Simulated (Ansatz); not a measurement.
# Tunnelling across a broken Ga chain: predicting one gap

How it was computed: Ansatz 0.2.0, plane waves with PAW datasets at the program's default cutoffs, Fermi-Dirac smearing of 0.05 eV, chains in boxes 7.5 Å wide or more, moments seeded when the perfect chain is relaxed. PBE, no spin-orbit coupling; one bond is opened by s Å beyond its relaxed length, the other atoms of a straight cell of 13 kept, without spin, and the conductance taken at 300 K.

```
   run    G (G₀)  largest error term (%)    s     ln G
+1.2 Å    0.5383                       8  1.2  −0.6193
+1.8 Å    0.1183                      12  1.8   −2.134
+2.5 Å   0.01924                      14  2.5   −3.951
+3.3 Å  0.002443                      15  3.3   −6.014
```

One run is withheld: run = +4.2 Å, with s = 4.2. Fit a straight line ln G = a + b × s to the 4 rows shown and predict it.

**Fit.** The means are 2.2 for s and −3.18 for ln G. The sum of products of deviations is −6.328 and the sum of squares in s is 2.46, so b = −6.328 / 2.46 = −2.572 and a = −3.18 − (−2.572) × 2.2 = 2.48. The residuals' standard deviation, with 2 degrees of freedom, is σ = 0.015.

**Prediction.** ln G = 2.48 + (−2.572) × 4.2 = −8.325, that is 0.000242 G₀. The run gave 0.000241 G₀ (ln G = −8.332), so the prediction less the run is +0.0071. The standard error of a prediction there, σ√(1 + 1/4 + (4.2 − 2.2)²/2.46), is 0.025, and the miss is 0.29 times that, for a point outside the fitted range. With so few rows σ is itself uncertain.

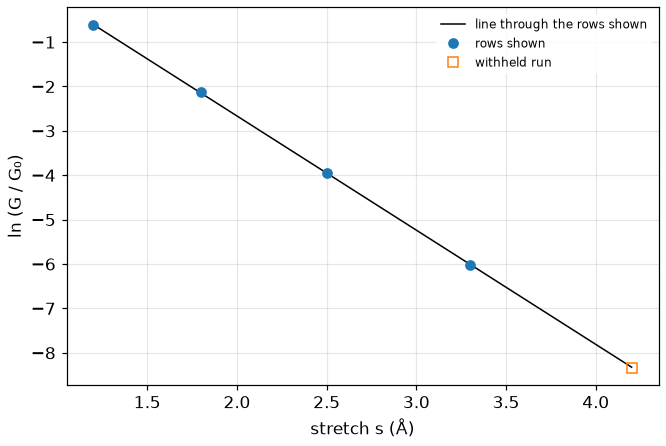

The fitted line, the rows shown and the withheld run.

Caveats: Between neighbouring runs the slope of ln G lies between −2.60 and −2.53 per Å, so one exponential is an approximation. Error terms (up to 15 %, withheld run included) bound how much a small miss can mean. Broken ends may want a moment where none was allowed. No image potential, spin-orbit coupling or relaxation; a bent or dimerised chain may be lower in energy. Series of this kind are told only where this holds: one magnetic state in all runs, error terms under 60 %, and the runs' own leads conduct as the perfect chain does. 36 of 42 did.

[Logs are printed without paths, hosts, clocks, repeated set-up lines and the standing remarks that a program may print on its own settings, such as how far it seeks lower states.]
